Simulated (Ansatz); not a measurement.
**BNH3OF (SMILES NB(O)F): a chain of runs**

Aim: a geometry optimisation (singlet BNH3OF, BHLYP/LANL2DZ), then a geometry optimisation (singlet BNH3OF, BHLYP/LANL2DZ), then a band of images between two shapes (singlet BNH3OF, BHLYP/LANL2DZ), then a saddle-point search (singlet BNH3OF, BHLYP/LANL2DZ), then vibrational wavenumbers (singlet BNH3OF, BHLYP/LANL2DZ), then the energy (singlet BNH3OF, CCSD(T)/def2-mTZVP) of BFH3NO. 

The results are computed with Ansatz 0.2.0.

### 1 The molecule

The species is BNH3OF (7 atoms), meant as a singlet with charge 0. SMILES: `NB(O)F`. The coordinates come from a PBE0-D4/def2-TZVP relaxation. This is one conformer, not always the lowest. The run starts from this shape.

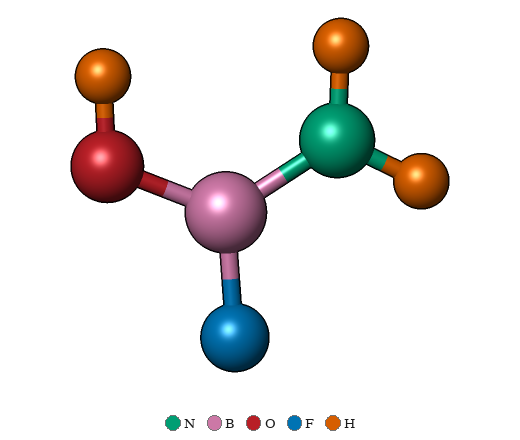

Viewed from a chosen angle; nitrogen teal, boron pink, oxygen red, fluorine blue, hydrogen orange.

### 2 A geometry optimisation at BHLYP/LANL2DZ (run 1)

Contents of job.yaml:

```yaml
crystal:
  periodic: [false, false, false]
  atoms:
    - {symbol: N, position_ang: [-0.531800, 0.753400, -0.032100]}
    - {symbol: B, position_ang: [0.039300, -0.505700, -0.288800]}
    - {symbol: O, position_ang: [1.106300, -1.044300, 0.367000]}
    - {symbol: F, position_ang: [-0.494800, -1.258200, -1.256300]}
    - {symbol: H, position_ang: [-1.320400, 1.081700, -0.559700]}
    - {symbol: H, position_ang: [-0.210100, 1.394300, 0.668500]}
    - {symbol: H, position_ang: [1.472700, -0.489200, 1.055700]}
basis:
  gaussian: {orbitals: LANL2DZ.json}
relax: {}
hamiltonian: {xc: {name: BHLYP}}
```

The basis set LANL2DZ is read from a file made from the Basis Set Exchange's data (not shown).

Launch:

```sh
$ ansatz run job.yaml --threads 1 --pin off --max-ram 2610MiB --events-out events.jsonl --progress --plain --runs-dir runs
```

Output:

```text
Warning: RAYON_NUM_THREADS=1 ignored (pool sized by the plan → 1); use --threads N
The last accepted step is kept in runs//last_step.txt (removed where the run ends without a failure and the disk answers)
[... 50 lines left out ...]
Total energy: -6979.84502139 eV, -256.5045734272 hartree
[... 7 lines left out ...]
Dipole moment:     0.043450     0.816313     0.551420 e Å
```

Run time: 14 s. Hardware: 1 thread of Arm Neoverse V1, shared host; peak memory 0.14 GiB.

Step by step:

```
step  energy from the first frame kept (eV)  largest force (eV/Å)
   1                                 0.0000                1.4024
   2                                -0.0418                0.5746
   3                                -0.0644                0.3545
   4                                -0.0596                0.6440
   5                                -0.0693                0.0524
   6                                -0.0694                0.0053
```

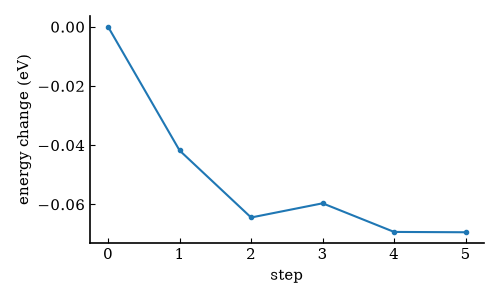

Energy along the run.

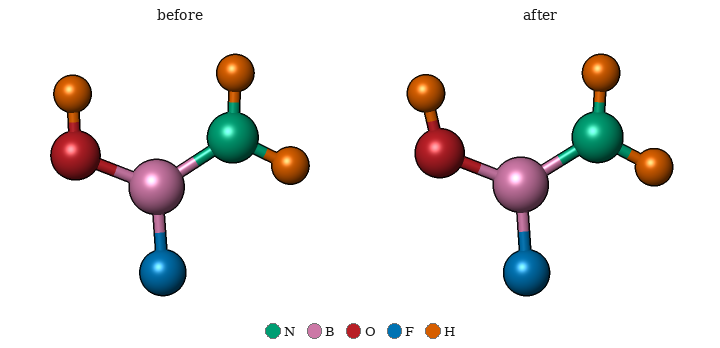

Before and after, at one scale.

After the run. Bond lengths: N1–B2 1.400 Å, B2–O3 1.362 Å, B2–F4 1.372 Å, N1–H5 1.002 Å, N1–H6 1.000 Å, O3–H7 0.957 Å. Angles: N1–B2–O3 127.0°, N1–B2–F4 117.4°, O3–B2–F4 115.6°, B2–N1–H5 120.4°, B2–N1–H6 124.2°, B2–O3–H7 124.8°, H5–N1–H6 115.4°.

### 3 Rotamer: a structure relaxation at BHLYP/LANL2DZ (run 2)

Contents of in.yaml:

```yaml
crystal:
  periodic: [false, false, false]
  atoms:
    - {symbol: "N", position_ang: [-0.674569, -1.116174, -1.335268]}
    - {symbol: B, position_ang: [0.039300, -0.505700, -0.288800]}
    - {symbol: O, position_ang: [1.106300, -1.044300, 0.367000]}
    - {symbol: F, position_ang: [-0.344052, 0.709911, 0.114815]}
    - {symbol: H, position_ang: [-1.452334, -0.653804, -1.770388]}
    - {symbol: H, position_ang: [-0.470972, -2.022233, -1.713010]}
    - {symbol: H, position_ang: [1.472700, -0.489200, 1.055700]}
basis:
  gaussian:
    orbitals: LANL2DZ.json
hamiltonian:
  xc: {name: BHLYP}
relax: {}
```

The basis set LANL2DZ is read from a file made from the Basis Set Exchange's data (not shown).

Launch:

```sh
$ ansatz run in.yaml --threads 1 --pin off --max-ram 2610MiB --events-out events.jsonl --progress --plain --runs-dir runs
```

Output (excerpt; [...] marks lines left out):

```text
Warning: RAYON_NUM_THREADS=1 ignored (pool sized by the plan → 1); use --threads N
[... 1 set-up line as earlier in the session ...]
[... 57 lines left out ...]
Total energy: -6980.00405516 eV, -256.5104178104 hartree
[... 7 lines left out ...]
Dipole moment:    -0.014814    -0.191631    -0.133986 e Å
```

It took 16 s on 1 thread of Arm Neoverse V1, shared host; peak memory 0.14 GiB.

Steps, from the record of the run:

```
step  energy from the first frame kept (eV)  largest force (eV/Å)
   1                                 0.0000                2.2060
   2                                -0.0716                0.9300
   3                                -0.0953                0.2950
   4                                -0.0955                0.5466
   5                                -0.0984                0.1112
   6                                -0.0987                0.0195
   7                                -0.0987                0.0049
```

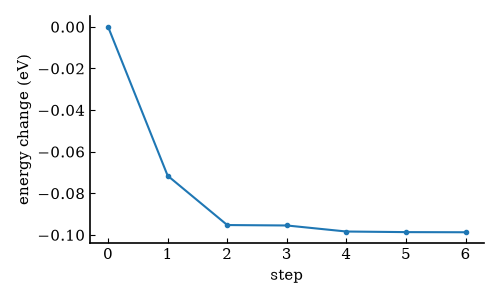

Energy along the run.

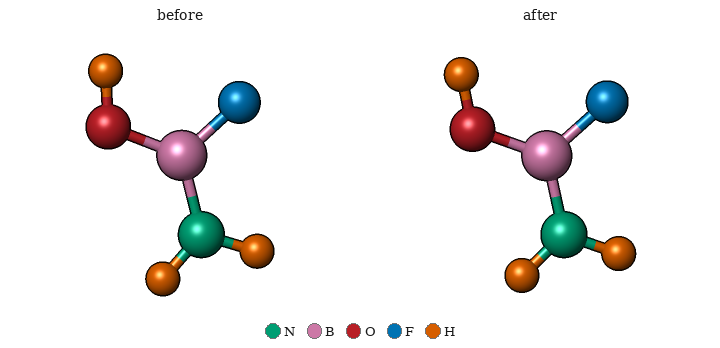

Before and after, at one scale.

After the run. Bond lengths: N1–B2 1.391 Å, B2–O3 1.365 Å, B2–F4 1.384 Å, N1–H5 1.000 Å, N1–H6 1.001 Å, O3–H7 0.959 Å. Angles: N1–B2–O3 122.6°, N1–B2–F4 119.0°, O3–B2–F4 118.4°, B2–N1–H5 121.9°, B2–N1–H6 121.4°, B2–O3–H7 121.9°, H5–N1–H6 116.7°.

### 4 A band of images between two shapes at BHLYP/LANL2DZ (run 3)

Contents of input.yaml:

```yaml
crystal:
  periodic: [false, false, false]
  atoms:
    - symbol: "N"
      position_ang: [-0.555491, 0.772354, -0.042042]
    - symbol: B
      position_ang: [0.033934, -0.476123, -0.275097]
    - symbol: O
      position_ang: [1.100210, -1.014027, 0.380382]
    - symbol: F
      position_ang: [-0.508152, -1.254777, -1.266773]
    - symbol: H
      position_ang: [-1.341854, 1.070579, -0.586648]
    - symbol: H
      position_ang: [-0.244197, 1.420812, 0.653141]
    - symbol: H
      position_ang: [1.576750, -0.586817, 1.091337]
basis:
  gaussian:
    orbitals: LANL2DZ.json
hamiltonian:
  xc: {name: BHLYP}
neb:
  images: 5
  max_iterations: 60
  spring: 1
  final_atoms:
    - {symbol: "N", position_ang: [-0.674760, -1.105744, -1.329273]}
    - {symbol: B, position_ang: [0.008006, -0.471939, -0.296878]}
    - {symbol: O, position_ang: [1.073171, -1.041213, 0.338656]}
    - {symbol: F, position_ang: [-0.404183, 0.785985, 0.106543]}
    - {symbol: H, position_ang: [-1.454788, -0.679226, -1.788217]}
    - {symbol: H, position_ang: [-0.407514, -2.015147, -1.649747]}
    - {symbol: H, position_ang: [1.536441, -0.594215, 1.048965]}
```

The basis set LANL2DZ is read from a file made from the Basis Set Exchange's data (not shown).

Launch:

```sh
$ ansatz run input.yaml --threads 1 --pin off --max-ram 2610MiB --events-out events.jsonl --progress --plain --runs-dir runs
```

Output:

```text
Warning: RAYON_NUM_THREADS=1 ignored (pool sized by the plan → 1); use --threads N
[... 864 lines left out ...]
Total energy: -6979.68199625 eV, -256.4985823636 hartree
[... 7 lines left out ...]
Dipole moment:    -0.133225     0.441690     0.628443 e Å
this run last wrote the band of iteration 21 to runs//neb_band.json; this run last wrote the band within `neb.f_tol` of iteration 9 to runs//neb_band_at_f_tol.json
```

Wall time 3.6 min (1 thread of Arm Neoverse V1, shared host); peak memory 0.1 GiB.

### 5 Saddle: a transition-state search at BHLYP/LANL2DZ (run 4)

Contents of molecule.yaml:

```yaml
crystal:
  periodic: [false, false, false]
  atoms:
    - {symbol: N, position_ang: [-0.615606, 0.802228, -0.049904]}
    - {symbol: B, position_ang: [0.086286, -0.380772, -0.280159]}
    - {symbol: O, position_ang: [1.281579, -0.701936, 0.292725]}
    - {symbol: F, position_ang: [-0.449086, -1.260295, -1.198687]}
    - {symbol: H, position_ang: [-1.470495, 1.007501, -0.529262]}
    - {symbol: H, position_ang: [-0.274263, 1.512079, 0.567198]}
    - {symbol: H, position_ang: [1.502784, -1.046803, 1.152389]}
basis:
  gaussian: {orbitals: LANL2DZ.json}
hamiltonian: {xc: {name: BHLYP}}
saddle:
  max_steps: 60
```

The basis set LANL2DZ is read from a file made from the Basis Set Exchange's data (not shown).

Launch:

```sh
$ ansatz run molecule.yaml --threads 1 --pin off --max-ram 2610MiB --events-out events.jsonl --progress --plain --runs-dir runs
```

Output:

```text
Warning: RAYON_NUM_THREADS=1 ignored (pool sized by the plan → 1); use --threads N
[... 330 lines left out ...]
Total energy: -6979.68199828 eV, -256.4985824383 hartree
[... 7 lines left out ...]
Dipole moment:    -0.133224     0.441689     0.628443 e Å
```

Run time: 67 s. Hardware: 1 thread of Arm Neoverse V1, shared host; peak memory 0.094 GiB.

### 6 Saddle: the harmonic vibrations at BHLYP/LANL2DZ (run 5)

Contents of in.yaml:

```yaml
crystal:
  periodic: [false, false, false]
  atoms:
    - symbol: N
      position_ang: [-0.615606, 0.802228, -0.049904]
    - symbol: B
      position_ang: [0.086286, -0.380772, -0.280159]
    - symbol: O
      position_ang: [1.281579, -0.701936, 0.292725]
    - symbol: F
      position_ang: [-0.449086, -1.260295, -1.198687]
    - symbol: H
      position_ang: [-1.470495, 1.007501, -0.529262]
    - symbol: H
      position_ang: [-0.274263, 1.512079, 0.567198]
    - symbol: H
      position_ang: [1.502784, -1.046803, 1.152389]
basis:
  gaussian: {orbitals: LANL2DZ.json}
hamiltonian: {xc: {name: BHLYP}}
phonons: {temperatures: {t_min: 100, t_max: 600, t_step: 100}}
```

The basis set LANL2DZ is read from a file made from the Basis Set Exchange's data (not shown).

Launch:

```sh
$ ansatz run in.yaml --threads 1 --pin off --max-ram 2610MiB --events-out events.jsonl --progress --plain --runs-dir runs
```

Output:

```text
Warning: RAYON_NUM_THREADS=1 ignored (pool sized by the plan → 1); use --threads N
[... 232 lines left out ...]
WARN: phonons: modes at or below zero, which the zero-point energy, F, S and C_V leave out: 1, the lowest at -513.39 cm⁻¹. A minimum has none, and a first-order saddle one
Total energy: -6979.68199828 eV, -256.4985824383 hartree
[... 7 lines left out ...]
Dipole moment:    -0.133224     0.441689     0.628443 e Å
Vibrations: -513.39 399.85 463.87 563.56 612.17 734.82 836.17 862.92 1003.56 1406.61 1531.06 1722.63 3753.84 3880.48 4091.73 cm⁻¹, zero-point energy 1.355350 eV
```

Wall time 46 s (1 thread of Arm Neoverse V1, shared host); peak memory 0.095 GiB.

### 7 Saddle: the energy at CCSD(T)/def2-mTZVP (run 6)

in.yaml, as its differences from that of step 6:

```diff
@@ -3,3 +3,3 @@
   atoms:
-    - symbol: N
+    - symbol: "N"
       position_ang: [-0.615606, 0.802228, -0.049904]
@@ -18,4 +18,8 @@
 basis:
-  gaussian: {orbitals: LANL2DZ.json}
-hamiltonian: {xc: {name: BHLYP}}
-phonons: {temperatures: {t_min: 100, t_max: 600, t_step: 100}}
+  gaussian:
+    orbitals: def2-mTZVP
+total_charge: 0
+correlation:
+  method: ccsd_t
+scf:
+  omitted_lower_state_checks: [cluster_reference]
```

Launch:

```sh
$ ansatz run in.yaml --threads 1 --pin off --max-ram 2610MiB --events-out events.jsonl --progress --plain --runs-dir runs
```

Output (excerpt; [...] marks lines left out):

```text
Warning: RAYON_NUM_THREADS=1 ignored (pool sized by the plan → 1); use --threads N
Functional definition: HF
  name "HF"
[...]
797 factors; integrals over basis functions are off by at most 9.9e-4 eV
[...]
mean field -6950.76413036 eV, -255.4358703936 hartree, gradient 2.3e-6 eV, S^2 0.000000; 0 other end points of the search recorded, 0 dependent functions left out
4 core orbitals not correlated: weight in the atoms' cores, before any rotation towards them, 1.000 or more for the frozen orbitals, at most 0.000 for the correlated occupied ones
reference -6950.76413036 eV, -255.4358703936 hartree; 12, 12 occupied and 74, 74 virtual orbitals, 797 factors
second order -17.48510840 eV of doubles, -0.00000000 eV of singles
cycle   1  -17.37744803 eV  change    1.1e-1 eV  update   9.2e-2
[...]
cycle   9  -17.86081365 eV  change   -1.2e-5 eV  update   1.8e-5
perturbative correction -0.51261617 eV, -0.0188382969 hartree
Total energy: -6969.13756019 eV, -256.1110814858 hartree
Checks for a lower state left out: cluster_reference
```

Run time: 8.1 s. Hardware: 1 thread of Arm Neoverse V1, shared host; peak memory 0.32 GiB.

### 8 What came out

| quantity | value |
| --- | --- |
| run 1, BHLYP/LANL2DZ: total energy at the end | -256.50457 Eh |
| run 1, BHLYP/LANL2DZ: dipole moment | 4.74 D |
| rotamer: total energy at the end | -256.51042 Eh |
| rotamer: dipole moment | 1.13 D |
| run 3, BHLYP/LANL2DZ: total energy | -256.49858 Eh |
| run 3, BHLYP/LANL2DZ: dipole moment | 3.74 D |
| saddle, run 4: total energy at the end | -256.49858 Eh |
| saddle, run 4: dipole moment | 3.74 D |
| saddle, run 5: total energy | -256.49858 Eh |
| saddle, run 5: dipole moment | 3.74 D |
| saddle, run 5: largest force on an atom | 0.003 eV/Å |
| saddle, run 5: lowest harmonic wavenumber | 513i cm⁻¹ (imaginary) |
| saddle, run 5: highest harmonic wavenumber | 4092 cm⁻¹ |
| saddle, run 6: total energy | -256.11108 Eh |
| saddle, run 6: correlation energy (4 core orbitals frozen) | -675.2 mEh |
| saddle, run 6: (T) correction | -18.84 mEh |
| saddle, run 6: T1 diagnostic | 0.013 |

What this shows: The optimisation (run 1, BHLYP/LANL2DZ) took 5 steps and changed the energy by -0.069 eV. Mulliken charges (run 1, BHLYP/LANL2DZ) run from -0.70 on N1 to +0.49 on B2; they depend strongly on the basis. The optimisation (rotamer) took 6 steps and changed the energy by -0.099 eV. Mulliken charges (run 3, BHLYP/LANL2DZ) run from -0.67 on N1 to +0.48 on B2. Mulliken charges (saddle, run 4) run from -0.67 on N1 to +0.48 on B2. 1 mode is imaginary (lowest 513i cm⁻¹): a first-order saddle point, unless the integration grid spoils the Hessian.
